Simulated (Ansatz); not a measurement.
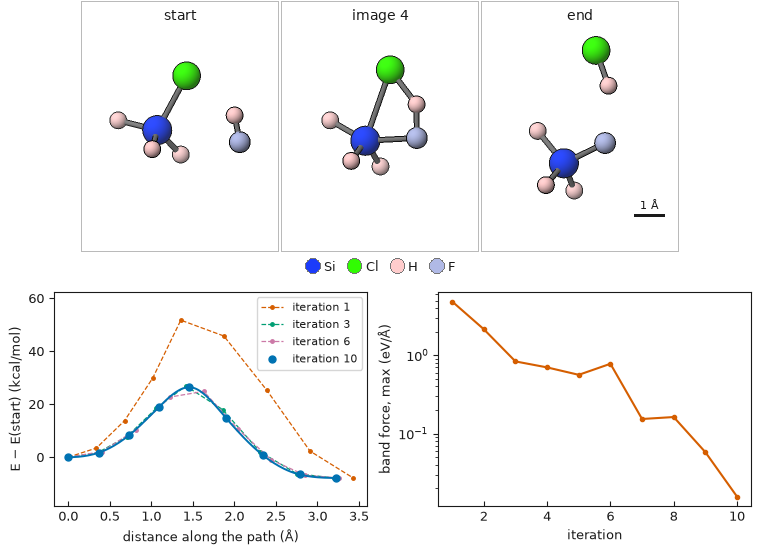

A nudged-elastic-band calculation for SiH4ClF, made up at the start of SiH$_{3}$Cl and HF. Images are numbered from 0 (start) to 8 (end). The plot follows the band through its iterations. The picture is a ball-and-stick view, seen from a free direction.

Theory: RKS B3LYP-D4/def2-SVP in Ansatz 0.2.0. Set-up: 7 movable images; climbing image; force threshold 0.03 eV/Å; iteration limit 60; starting path through a guess of the saddle point.

Question: Judge this run.

Answer: The run is converged, with reservations. The band converged in 10 iterations. The largest component of the band force went from 4.9 to 0.016 eV/Å. The climbing image converged on the top of the path. Its vibrational analysis gives 2 imaginary modes over 30i cm⁻¹, so it isn't confirmed as a transition state. The first iteration put the highest image at 51.7 kcal/mol. Forward barrier 26.4 kcal/mol, backward barrier 34.2 kcal/mol, with image 4 at the top; the reaction energy is −7.8 kcal/mol.

Limits of the set-up: the start holds two separate molecules, 2.3 Å apart at their closest, whose relative position is a soft coordinate.
